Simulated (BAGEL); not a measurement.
# SiH2S (SMILES [SiH]S) at HF/def2-TZVP (density fitting with qzvpp-jkfit)

Aim: the energy change on altering one bond length of SiH2S at HF/def2-TZVP (density fitting with qzvpp-jkfit), from 2 runs. 

Program for the calculation: BAGEL 1.2.2.

2 further runs of the same task are left out: 2 set aside as unsound or not needed.

## (1) The molecule

The species is SiH2S (4 atoms), meant as a singlet with charge 0. As SMILES, `[SiH]S`. The coordinates come from a PBE0-D4/def2-TZVP relaxation.

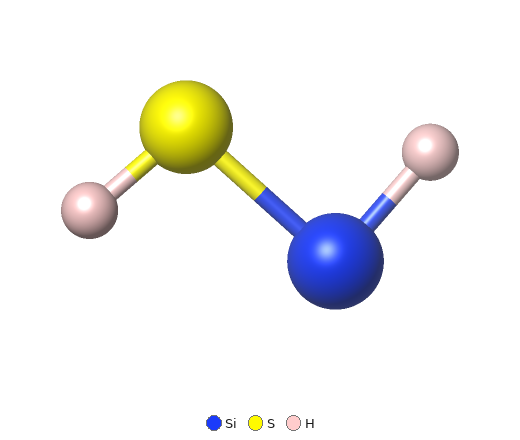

Viewed from a chosen angle; silicon blue, sulfur yellow, hydrogen pink.

## (2) The energy at HF/def2-TZVP (density fitting with qzvpp-jkfit)

input.json

```json
{ "bagel": [

{
  "title": "molecule",
  "basis": "def2-tzvp.json",
  "df_basis": "qzvpp-jkfit",
  "angstrom": true,
  "geometry": [
    { "atom": "Si", "xyz": [      -0.262800,      -1.074400,       0.161100 ] },
    { "atom": "S", "xyz": [       0.190500,       0.958800,      -0.206600 ] },
    { "atom": "H", "xyz": [       1.017500,      -1.190800,       0.981400 ] },
    { "atom": "H", "xyz": [      -0.889700,       1.246000,      -0.956200 ] }
  ]
},

{
  "title": "hf"
},

{
  "title": "print",
  "file": "orbitals.molden",
  "orbitals": true
}

]}
```

The basis set def2-TZVP is read from a file made from the Basis Set Exchange's data (not shown).

The run is started by

```sh
$ BAGEL_NUM_THREADS=1 BAGEL input.json > input.out
```

Log:

```text
* using 1 threads per process

  ===============================================================
  ===============================================================

  *** Geometry ***

  { "atom" : "Si", "xyz" : [     -0.496620,     -2.030322,      0.304435 ] },
  { "atom" : "S", "xyz" : [      0.359993,      1.811869,     -0.390417 ] },
  { "atom" : "H", "xyz" : [      1.922796,     -2.250286,      1.854577 ] },
  { "atom" : "H", "xyz" : [     -1.681289,      2.354599,     -1.806956 ] },

  Number of auxiliary basis functions:      292

  Since a DF basis is specified, we compute 2- and 3-index integrals:
    o Being stored without compression. Storage requirement is 0.017 GB

  Number of basis functions:       86
  Number of electrons      :       32

    * METHOD: MOLECULE                             0.08

  *** RHF ***

  === Nuclear Repulsion ===
    73.3930779373

      * DIIS with orbital gradients will be used.

  === RHF iteration (def2-tzvp.json) ===
      0       -687.59271502          0.00838588           0.02
      1       -687.62393877          0.00337123           0.02
      2       -687.62902597          0.00121856           0.02
      3       -687.63002500          0.00021749           0.02
      4       -687.63006547          0.00008174           0.02
      5       -687.63007160          0.00002518           0.02
      6       -687.63007230          0.00000881           0.02
      7       -687.63007239          0.00000267           0.02
      8       -687.63007240          0.00000073           0.02
      9       -687.63007240          0.00000023           0.02
     10       -687.63007240          0.00000009           0.02
     11       -687.63007240          0.00000003           0.02
     12       -687.63007240          0.00000001           0.02
     13       -687.63007240          0.00000001           0.02
    * SCF iteration converged.

    * Permanent dipole moment:
           (    0.234563,     0.072318,     0.120227) a.u.

    * METHOD: HF                                   0.42

    * METHOD: PRINT                                0.01

  ===============================================================
```

Wall time 0.66 s (1 thread of Arm Neoverse V2, shared host).

## (3) The distorted shape at the same level

calc.json

```json
{ "bagel": [

{
  "title": "molecule",
  "basis": "def2-tzvp.json",
  "df_basis": "qzvpp-jkfit",
  "angstrom": true,
  "geometry": [
    { "atom": "Si", "xyz": [      -0.330791,      -1.379361,       0.216252 ] },
    { "atom": "S", "xyz": [       0.190500,       0.958800,      -0.206600 ] },
    { "atom": "H", "xyz": [       0.949509,      -1.495761,       1.036552 ] },
    { "atom": "H", "xyz": [      -0.889700,       1.246000,      -0.956200 ] }
  ]
},

{ "title": "hf", "charge": 0 },

{ "title": "print", "file": "orbitals.molden", "orbitals": true }

]}
```

The basis set def2-TZVP is read from a file made from the Basis Set Exchange's data (not shown).

The run is started by

```sh
$ BAGEL_NUM_THREADS=1 BAGEL calc.json > calc.out
```

Log:

```text
* using 1 threads per process

  ===============================================================
  ===============================================================

  *** Geometry ***

  { "atom" : "Si", "xyz" : [     -0.625104,     -2.606615,      0.408657 ] },
  { "atom" : "S", "xyz" : [      0.359993,      1.811869,     -0.390417 ] },
  { "atom" : "H", "xyz" : [      1.794312,     -2.826579,      1.958799 ] },
  { "atom" : "H", "xyz" : [     -1.681289,      2.354599,     -1.806956 ] },

  Number of auxiliary basis functions:      292

  Since a DF basis is specified, we compute 2- and 3-index integrals:
    o Being stored without compression. Storage requirement is 0.017 GB

  Number of basis functions:       86
  Number of electrons      :       32

    * METHOD: MOLECULE                             0.08

  *** RHF ***

  === Nuclear Repulsion ===
    65.5102136029

      * DIIS with orbital gradients will be used.

  === RHF iteration (def2-tzvp.json) ===
      0       -687.56117588          0.00948582           0.02
      1       -687.60073621          0.00459525           0.02
      2       -687.61042845          0.00127579           0.02
      3       -687.61175019          0.00025150           0.02
      4       -687.61182100          0.00010818           0.02
      5       -687.61183689          0.00003902           0.02
      6       -687.61183929          0.00001499           0.02
      7       -687.61183967          0.00000432           0.02
      8       -687.61183969          0.00000098           0.02
      9       -687.61183969          0.00000029           0.02
     10       -687.61183969          0.00000010           0.02
     11       -687.61183969          0.00000005           0.02
     12       -687.61183969          0.00000002           0.02
     13       -687.61183969          0.00000001           0.02
    * SCF iteration converged.

    * Permanent dipole moment:
           (    0.335547,     0.715633,    -0.022148) a.u.

    * METHOD: HF                                   0.43

    * METHOD: PRINT                                0.01

  ===============================================================
```

Wall time 0.68 s (1 thread of Arm Neoverse V2, shared host).

## (4) What came out

Level: HF/def2-TZVP (density fitting with qzvpp-jkfit).

| quantity | value |
| --- | --- |
| first shape: total energy | -687.63007 Eh |
| first shape: dipole moment | 0.69 D |
| first shape: HOMO energy | -9.26 eV |
| first shape: LUMO energy | 0.63 eV |
| first shape: HOMO–LUMO gap | 9.88 eV |
| distorted shape: total energy | -687.61184 Eh |
| distorted shape: dipole moment | 2.01 D |
| distorted shape: HOMO energy | -9.56 eV |
| distorted shape: LUMO energy | 0.04 eV |
| distorted shape: HOMO–LUMO gap | 9.60 eV |
| energy change with the Si1–S2 bond stretched from 2.115 to 2.433 Å | 0.496 eV |

What this shows: With the Si1–S2 bond stretched from 2.115 to 2.433 Å the energy rises by 0.50 eV (47.9 kJ/mol). The first shape isn't relaxed at this level, so the change isn't measured from a minimum.
